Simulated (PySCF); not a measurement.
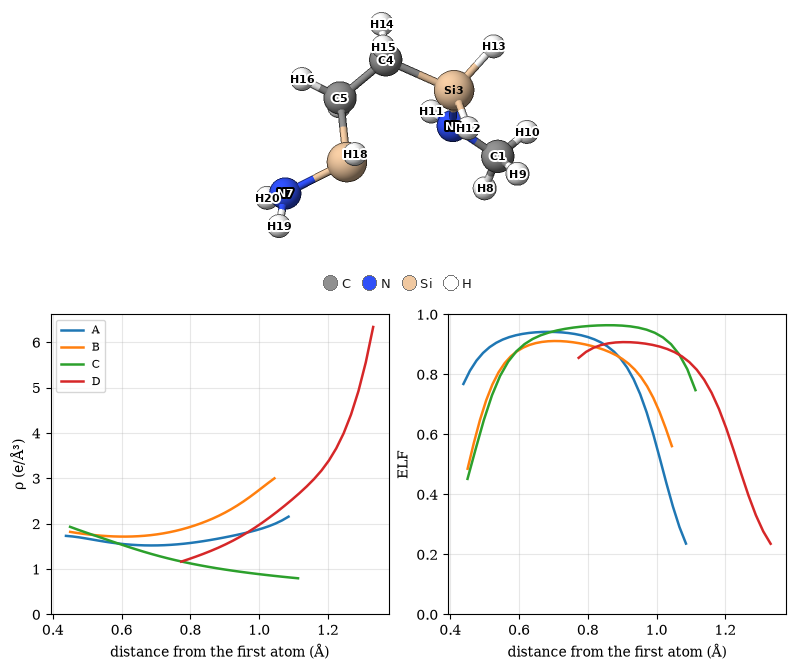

The picture shows: C₃H₁₃N₂Si₂ (doublet). Total electron density and electron localisation function along straight lines between neighbouring atoms. The curves leave out the atomic cores. The structure is drawn too.

Geometry: GFN2-xTB.

Theory: PySCF 2.14.0, density-fitted response routines, UKS B3LYP, pcH-1 on C H N Si, non-relativistic, mean-field spin-orbit, GIAO.

| atom | x (Å) | y (Å) | z (Å) |
| --- | --- | --- | --- |
| C | -2.8503 | 1.0357 | -0.7015 |
| N | -1.7079 | 0.1586 | -0.6973 |
| Si | -1.2209 | -0.7081 | 0.7038 |
| C | 0.3563 | -1.6578 | 0.2586 |
| C | 1.3640 | -0.8417 | -0.5405 |
| Si | 1.7721 | 0.7954 | 0.3293 |
| N | 3.2199 | 1.4029 | -0.4225 |
| H | -2.7483 | 1.7868 | -1.4876 |
| H | -2.8997 | 1.5409 | 0.2597 |
| H | -3.7954 | 0.5012 | -0.8533 |
| H | -1.5736 | -0.2777 | -1.5968 |
| H | -1.0051 | 0.2945 | 1.7501 |
| H | -2.2145 | -1.6902 | 1.1990 |
| H | 0.1109 | -2.5737 | -0.2842 |
| H | 0.8165 | -1.9804 | 1.1935 |
| H | 2.2860 | -1.4164 | -0.6800 |
| H | 0.9634 | -0.6528 | -1.5384 |
| H | 2.1704 | 0.6412 | 1.7355 |
| H | 3.6758 | 2.2062 | -0.0224 |
| H | 3.2752 | 1.4459 | -1.4276 |

Question: Which curve belongs to which contact (C–C, C–N, C–Si and Si–N)? The first atom named is at distance zero.

Answer: Curve A: C–C (1.52 Å): the density is about 1.5 e/Å³ at the midpoint; the ELF peaks at about 0.95 between the atoms (a shared electron pair). Curve B: C–N (1.44 Å): ρ is about 1.8 e/Å³ halfway; the ELF peaks at about 0.90 between the atoms: a covalent bond. Curve C: C–Si (1.89 Å): the density is about 0.94 e/Å³ at the midpoint; the ELF peaks at about 0.95 between the atoms, as expected for localised, covalent bonding. Curve D: Si–N (1.72 Å): ρ is about 1.4 e/Å³ halfway; the ELF peaks at about 0.90 between the atoms (a shared but strongly polarised pair).
